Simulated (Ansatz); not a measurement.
Electronic density of states of amorphous C60H16, density 2.12 g/cm³, on a 2×2×2 Γ-centred mesh with a Gaussian width of 0.1 eV; energies count from the Fermi level. Cell and mesh are small, so fine structure isn't converged. Computed with PBE, scalar-relativistic without spin-orbit coupling (plane waves to 420 eV, PAW; Ansatz, a quantum-chemistry and plane-wave program). Sampling: a 2×2×2 Γ-centred mesh; Fermi-Dirac width 0.05 eV; no spin polarisation. The levels at the Fermi energy are partly filled. A closed spacing in one fast-quenched cell at PBE doesn't show the material to be a metal.

The cell was made by melting and quenching with the CHGNet potential and then relaxed with DFT. The hot cell started wider than the set density and was brought back towards it in steps. It is the lowest in DFT energy of 2 quenches. It is a model cell: composition and starting density were chosen by hand, and all elements were melted together. No dispersion term was used. A short ab initio anneal came between quench and relaxation. Its density started from a set value of 2.27 and ended at 2.12 g/cm³. The quench (nominally 320 K/ps over its main leg) was far faster than any real one, so the model tends to hold more defects than a real film. Values belong to this one cell and scatter from quench to quench. The volume was held where the preparation left it, at a PBE pressure of 9.9 GPa. Stress components on the final sampling reach 12.9 GPa. On a 2×2×2 Γ-centred mesh force components of up to 0.42 eV/Å stay, since the relaxation ran on one k-point at (1/4, 1/4, 1/4).

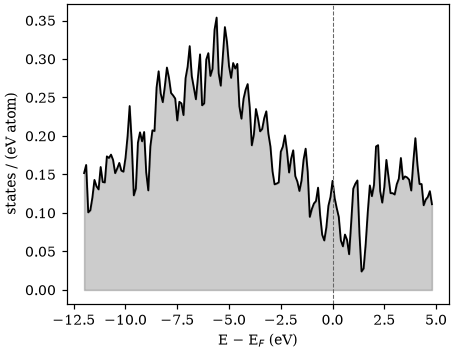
Figure. Density of states per atom
